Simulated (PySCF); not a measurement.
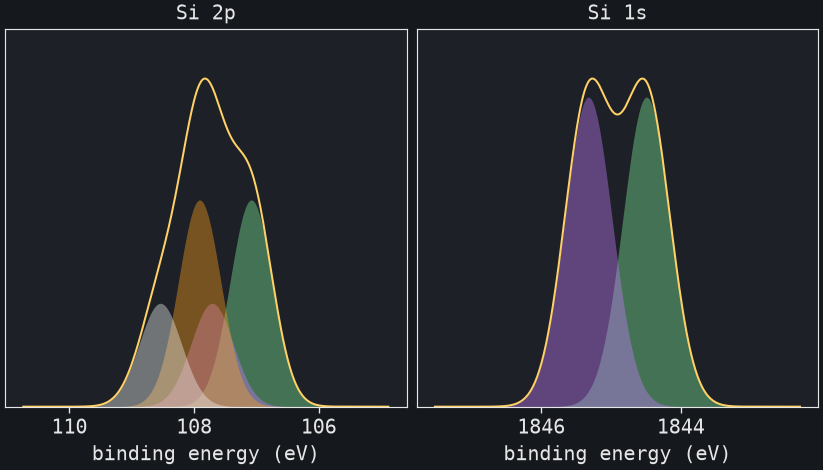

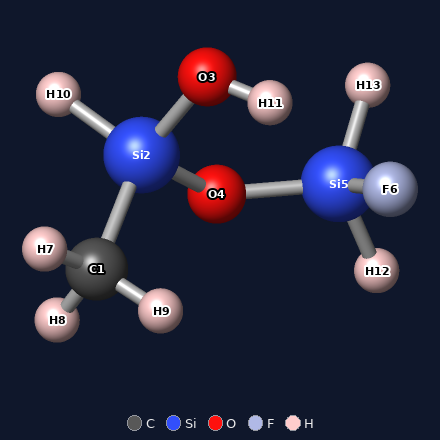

Simulated XPS of CH₇FO₂Si₂, SMILES C[Si@@H](O)O[SiH2]F. Vertical core-electron binding energies by ΔSCF (PBE, pcX-2 on the ionised atom, pcseg-1 elsewhere, spin-free X2C; PySCF 2.14.0, at a PBE0-D3(BJ)/def2-SVP geometry (no frequency check)), gas phase, against the vacuum level. One atom of each kind was ionised; within a panel, areas follow the number of like atoms and 2j + 1 (2p levels are split by first-order spin-orbit coupling, an approximation), each panel is scaled alone, Gaussians of 0.8 eV full width. Only the regions named are shown. Lines closer than the width merge in the curve. The order of lines from different atoms under 0.3 eV apart is within the error of the method.

**Which atoms give which peak?**

```tsv
level	atoms	binding energy (eV)
Si 2p1/2	Si5	108.5
Si 2p3/2	Si5	107.9
Si 2p1/2	Si2	107.7
Si 2p3/2	Si2	107.1
Si 1s	Si5	1845.3
Si 1s	Si2	1844.5
```

**How large is the chemical shift across the Si 2p region?**

0.8 eV, from Si2 at 107.1 eV to Si5 at 107.9 eV.

Note: one conformer of a flexible molecule.
